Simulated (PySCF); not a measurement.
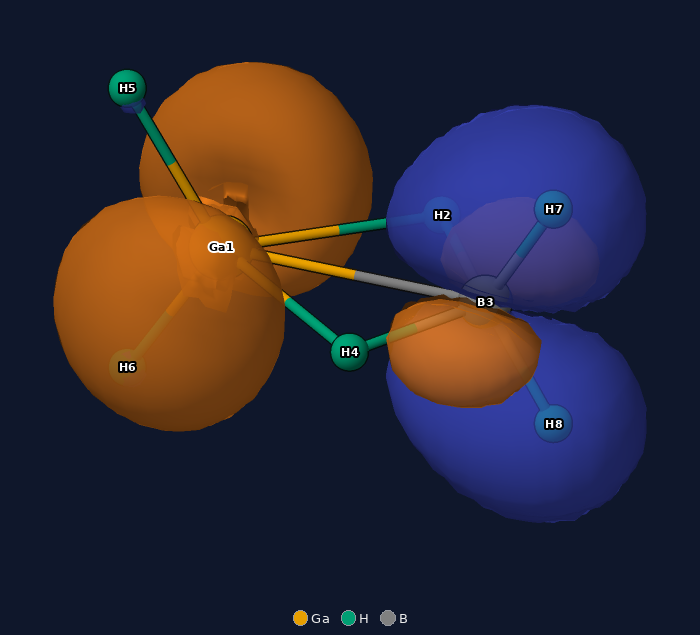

Figure 1: H2Ga(BH4) (BGaH6). Unrelaxed difference density of S₃ less the ground state (TDA singlet states), ±0.03 e/Å³; orange: gain, blue: loss.

Level of theory: CAM-B3LYP/def2-SVPD (PySCF), at a geometry from GFN2-xTB. No frequency check shows the geometry to be a minimum. GFN2-xTB bond lengths at metals and heavier atoms can be off by up to 0.1 Å and shapes distorted, which carries into these values.

Input

```python
import numpy as np
from pyscf import gto, scf, dft, tdscf
from pyscf.scf import atom_ks, atom_hf
from scipy.linalg import block_diag

def solve(mol, dm0=None, hcore=None):
    mf = (dft.UKS if mol.spin else dft.RKS)(mol, xc='camb3lyp')
    mf.grids.level = 3
    mf = mf.density_fit(auxbasis='def2-universal-jkfit')
    mf.conv_tol, mf.max_cycle = 1e-8, 80
    if hcore is not None:
        mf.get_hcore = lambda *args: hcore
    mf.kernel(dm0)
    if not mf.converged:
        mf = mf.newton().run(mf.mo_coeff, mf.mo_occ, max_cycle=30)
    assert mf.converged, 'SCF not converged'
    return mf

mol = gto.M(atom='''
Ga     0.43344     0.00000    -0.00001
H     -1.04515    -0.00023     1.04708
B     -1.80835     0.00000     0.00013
H     -1.04497     0.00023    -1.04728
H      1.23364     1.33575     0.00030
H      1.23364    -1.33576    -0.00011
H     -2.38603     1.02626    -0.00025
H     -2.38603    -1.02626    -0.00018
''', basis='def2-svpd', charge=0, spin=0, verbose=4)
mf = solve(mol)
td = mf.TDA()
td.nstates, td.singlet, td.conv_tol = 6, True, 1e-5
td.kernel()
td.analyze()
x, y = np.array([p[0] for p in td.xy]), np.array([p[1] + 0 * p[0] for p in td.xy])
f, mu = td.oscillator_strength(), td.transition_dipole()
nto = [td.get_nto(state=i + 1, verbose=4) for i in range(len(td.e))]
# spherically averaged free atoms, for the promolecule
atm = atom_ks.get_atm_nrks(mol, xc='camb3lyp')
pro = block_diag(*[(atm[a[0]][2] * atm[a[0]][3]) @ atm[a[0]][2].T for a in mol._atom])
np.savez('result.npz', e=td.e, f=f, ok=td.converged, w=[n[0] for n in nto], nto=[n[1] for n in nto], x=x, y=y, c=mf.mo_coeff, occ=mf.mo_occ, eps=mf.mo_energy, pro=pro, mu=mu)
```

Launched as:

```sh
OMP_NUM_THREADS=1 python input.py
```

The run took 68 s on 1 thread of Intel(R) Xeon(R) 6975P-C (Granite Rapids) (shared host), peak memory 0.58 GiB.

> How does the charge move on excitation?

0.82 e is displaced in all, of which about 0.6 e passes between atoms: B3 (0.22 e) and H7 and H8 (0.20 e each) lose electrons and Ga1 (0.50 e) gains them. The state: 7.40 eV (168 nm), f = 0.000 (dark), charge transfer; the leading pair carries 99 %; hole on B3 (38 %), H7 and H8 (22 % each) and Ga1 (7 %), electron on Ga1 (57 %), B3 (17 %) and H2 and H4 (6 % each); their centroids lie 1.8 Å apart.
